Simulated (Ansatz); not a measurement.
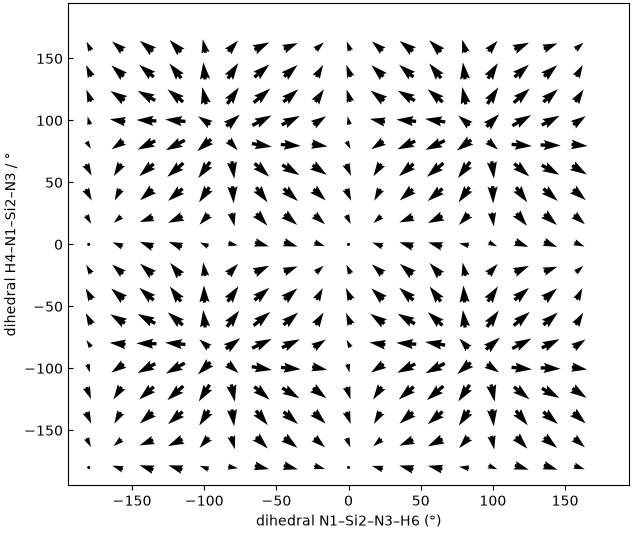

H4N2Si, SMILES N[Si]N. First axis: dihedral N1–Si2–N3–H6. Second axis: dihedral H4–N1–Si2–N3. Nothing is relaxed (all other coordinates rigid). Grid: 18 × 18 points; 135 points were computed and 189 follow by symmetry. Theory: RKS PBE-D4/def2-TZVP in Ansatz 0.2.0.

The picture shows arrows along the force (downhill), their lengths compressed.

Q: The arrows alone are given. Where are the wells?

A: The arrows converge at dihedral N1–Si2–N3–H6 = 0°, dihedral H4–N1–Si2–N3 = −180°; dihedral N1–Si2–N3–H6 = −180°, dihedral H4–N1–Si2–N3 = −180° (0.7 kcal/mol up); dihedral N1–Si2–N3–H6 = 0°, dihedral H4–N1–Si2–N3 = 0° (0.7 kcal/mol up); dihedral N1–Si2–N3–H6 = −180°, dihedral H4–N1–Si2–N3 = 0° (1.6 kcal/mol up) (read from the interpolated surface).

The energy map of the same scan:

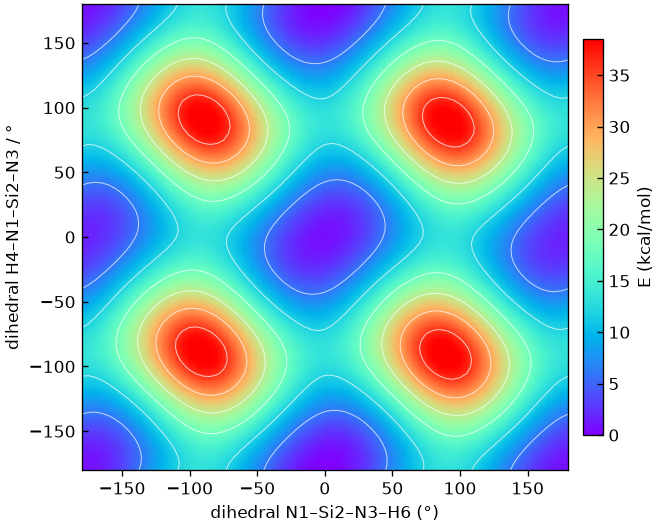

Energies are in kcal/mol, from the lowest grid point; between grid points the surface is interpolated.
